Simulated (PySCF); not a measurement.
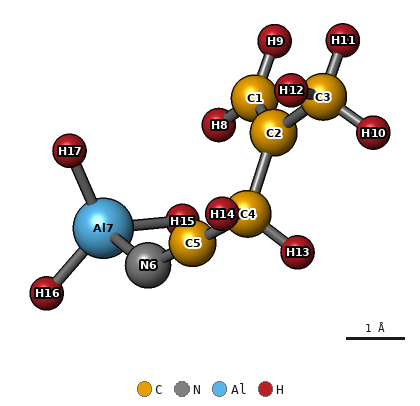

Fig. 1: The input geometry of run A (ball-and-stick view, seen at a tilt; atoms are numbered from 1 in the order of the input). Sticks mark near contacts.

**Two runs on C₅H₁₀AlN**

System: C₅H₁₀AlN, SMILES C=C(C)CC#[N+][AlH3-].
Method of run A: GIAO PBE0/pcSseg-1 NMR shielding, non-relativistic, gas phase (PySCF 2.14.0).

The geometry comes from this level: GFN2-xTB. Text and figures count atoms from 1; the logs count them from 0 in places.

Input, run A:
```
{"job": {"kind": "nmr", "xc": "PBE0", "basis": "pcSseg-1"}, "charge": 0, "multiplicity": 1}
C     -0.551746     1.239400    -0.025475
C     -1.213375     0.104481     0.111933
C     -2.707781     0.003676     0.125379
C     -0.525906    -1.244505     0.286714
C      0.881899    -1.159202     0.094087
N      2.014028    -1.065384    -0.071301
Al     3.305062     0.427782    -0.376424
H      0.526359     1.295126    -0.035069
H     -1.077723     2.171577    -0.140188
H     -3.053180    -0.466556     1.045660
H     -3.156096     0.989487     0.050167
H     -3.059226    -0.601648    -0.709913
H     -0.721356    -1.627481     1.295085
H     -0.937490    -1.963236    -0.430827
H      2.954688     1.222148     0.942875
H      4.689365    -0.279885    -0.477237
H      2.625479     0.966250    -1.695375
```

The first line tells a small driver script what to run in PySCF; the rest is the geometry in Å.

Launched with:
```bash
OMP_NUM_THREADS=1 python <driver script> task.json out
```

Hardware: 1 CPU thread, shared host.

Output (run A):
```
coarse grid: 14320 points
cycle   1  E = -493.1044611298  dE =  6.566e-01  |g| = 4.977e-01  |ddm| = 3.687e+00
cycle   2  E = -492.9635305950  dE =  1.409e-01  |g| = 9.709e-01  |ddm| = 1.100e+00
cycle   3  E = -493.1684205297  dE = -2.049e-01  |g| = 1.658e-01  |ddm| = 6.651e-01
cycle   4  E = -493.1744004094  dE = -5.980e-03  |g| = 4.494e-02  |ddm| = 1.524e-01
cycle   5  E = -493.1748446056  dE = -4.442e-04  |g| = 1.317e-02  |ddm| = 3.997e-02
cycle   6  E = -493.1748814588  dE = -3.685e-05  |g| = 4.746e-03  |ddm| = 1.367e-02
cycle   7  E = -493.1748871844  dE = -5.726e-06  |g| = 8.247e-04  |ddm| = 4.567e-03
final grid: 132648 points
cycle   8  E = -493.2155809787  dE = -3.591e-05  |g| = 6.852e-03  |ddm| = 3.727e-02
cycle   9  E = -493.2155789486  dE =  2.030e-06  |g| = 7.453e-03  |ddm| = 1.269e-02
cycle  10  E = -493.2155930441  dE = -1.410e-05  |g| = 1.270e-03  |ddm| = 6.904e-03
cycle  11  E = -493.2155934310  dE = -3.869e-07  |g| = 2.072e-04  |ddm| = 1.116e-03
cycle  12  E = -493.2155934412  dE = -1.013e-08  |g| = 6.169e-05  |ddm| = 2.412e-04
cycle  13  E = -493.2155934421  dE = -9.655e-10  |g| = 1.461e-05  |ddm| = 7.708e-05
converged SCF energy = -493.2155934421

GIAO shielding tensors (ppm)
atom      isotropic    diamagn.    paramagn.     s11        s22        s33       span
  0 C       59.007     256.812    -197.805    -46.354     71.398    151.978    198.332
  1 C       48.131     264.060    -215.929    -68.943     65.385    147.952    216.896
  2 C      160.264     244.844     -84.580    143.811    148.819    188.163     44.352
  3 C      161.649     252.767     -91.117    141.527    160.503    182.918     41.391
  4 C       49.669     269.628    -219.960    -72.809    -52.839    274.653    347.463
  5 N       15.987     338.662    -322.675   -129.939   -123.275    301.174    431.114
  6 Al     431.463     796.158    -364.695    418.572    430.714    445.102     26.530
  7 H       25.214      35.080      -9.866     22.742     24.611     28.290      5.548
  8 H       25.814      32.159      -6.345     23.522     24.630     29.288      5.766
  9 H       29.959      27.871       2.088     26.108     28.287     35.481      9.373
 10 H       29.533      28.671       0.862     25.440     28.039     35.122      9.682
 11 H       29.890      28.158       1.732     26.055     28.159     35.456      9.401
 12 H       28.530      29.708      -1.178     24.008     27.926     33.656      9.648
 13 H       28.704      30.089      -1.385     23.812     28.678     33.623      9.812
 14 H       27.171      30.517      -3.345     24.297     27.161     30.056      5.758
 15 H       27.929      29.503      -1.574     24.874     26.238     32.675      7.801
 16 H       27.195      30.653      -3.458     24.222     27.236     30.126      5.904
```

The input of run B differs as follows (lines with − go, lines with + come):
```diff
-"xc": "PBE0"
-"basis": "pcSseg-1"
+"xc": "mPW1PW91"
+"basis": "6-31G*"
+"pop": false
+"scf": {"aux": "def2-qzvpp-jkfit"}
```

How does run B compare with run A?

The total energies belong to different models, so their difference says nothing on which is more stable or more accurate. The LUMO goes from −1.10 to −0.88 eV. The dipole moment goes from 7.91 to 7.88 D. Of all shieldings, the largest change is that of Al7, by +45.9 ppm. The functional changes from PBE0 to mPW1PW91. The SCF takes 10 iterations against 13. The basis functions go from 176 to 122.

Output (run B):
```
final grid: 132648 points
cycle   1  E = -493.5257612022  dE =  6.628e-01  |g| = 5.000e-01  |ddm| = 3.679e+00
cycle   2  E = -493.3849807758  dE =  1.408e-01  |g| = 9.596e-01  |ddm| = 1.173e+00
cycle   3  E = -493.5905943705  dE = -2.056e-01  |g| = 1.670e-01  |ddm| = 7.435e-01
cycle   4  E = -493.5970060206  dE = -6.412e-03  |g| = 4.164e-02  |ddm| = 1.771e-01
cycle   5  E = -493.5973994549  dE = -3.934e-04  |g| = 1.281e-02  |ddm| = 4.125e-02
cycle   6  E = -493.5974376051  dE = -3.815e-05  |g| = 3.816e-03  |ddm| = 1.371e-02
cycle   7  E = -493.5974414098  dE = -3.805e-06  |g| = 8.064e-04  |ddm| = 4.138e-03
cycle   8  E = -493.5974415704  dE = -1.606e-07  |g| = 1.098e-04  |ddm| = 7.915e-04
cycle   9  E = -493.5974415735  dE = -3.063e-09  |g| = 3.759e-05  |ddm| = 1.751e-04
cycle  10  E = -493.5974415738  dE = -3.474e-10  |g| = 7.834e-06  |ddm| = 4.557e-05
converged SCF energy = -493.5974415738

GIAO shielding tensors (ppm)
atom      isotropic    diamagn.    paramagn.     s11        s22        s33       span
  0 C       78.906     262.421    -183.515    -14.378     87.823    163.272    177.650
  1 C       70.109     249.004    -178.895    -31.290     83.349    158.267    189.557
  2 C      171.305     249.549     -78.244    156.038    162.020    195.857     39.819
  3 C      172.167     253.193     -81.026    152.961    171.314    192.227     39.266
  4 C       75.960     266.220    -190.261    -32.564    -15.015    275.457    308.021
  5 N       47.761     336.466    -288.706    -84.104    -77.537    304.924    389.028
  6 Al     477.319     800.138    -322.819    466.815    473.484    491.658     24.843
  7 H       26.230      36.338     -10.108     23.503     25.978     29.208      5.705
  8 H       26.848      32.169      -5.321     24.770     25.505     30.268      5.498
  9 H       30.852      29.212       1.640     27.123     29.578     35.854      8.731
 10 H       30.420      29.216       1.204     26.297     29.333     35.630      9.333
 11 H       30.780      29.420       1.360     27.149     29.369     35.822      8.673
 12 H       29.426      29.572      -0.146     24.883     29.321     34.072      9.189
 13 H       29.596      29.858      -0.262     24.719     30.067     34.003      9.284
 14 H       27.544      31.817      -4.274     24.511     27.559     30.562      6.051
 15 H       28.297      30.184      -1.887     25.147     26.626     33.119      7.972
 16 H       27.561      31.938      -4.377     24.450     27.624     30.608      6.157
```

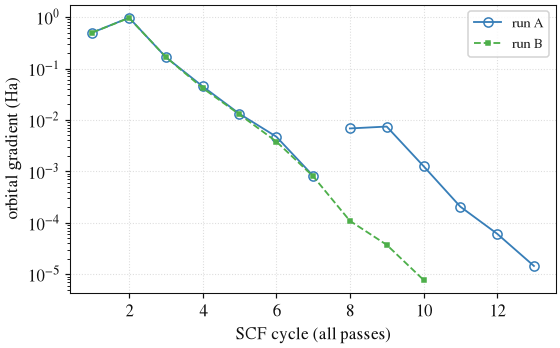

Fig. 2: Convergence of the two runs: orbital gradient against the SCF cycle. A break in a curve parts two SCF passes (coarse and final grid). Run A takes 13 cycles in all, and run B takes 10.

The two runs side by side:

| quantity | run A | run B |
| --- | --- | --- |
| outcome | converged | converged |
| total energy (hartree) | −493.215593 | −493.597442 |
| HOMO (eV) | −7.24 | −7.19 |
| LUMO (eV) | −1.10 | −0.88 |
| dipole moment (D) | 7.91 | 7.88 |
| shielding of C1 (ppm) | 59.0 | 78.9 |
| shielding of C2 (ppm) | 48.1 | 70.1 |
| shielding of C3 (ppm) | 160.3 | 171.3 |
| shielding of C4 (ppm) | 161.6 | 172.2 |
| shielding of C5 (ppm) | 49.7 | 76.0 |
| shielding of N6 (ppm) | 16.0 | 47.8 |
| shielding of Al7 (ppm) | 431.5 | 477.3 |
| SCF iterations | 13 | 10 |
| basis functions | 176 | 122 |
| wall time (shared host) | 23 s | 13 s |
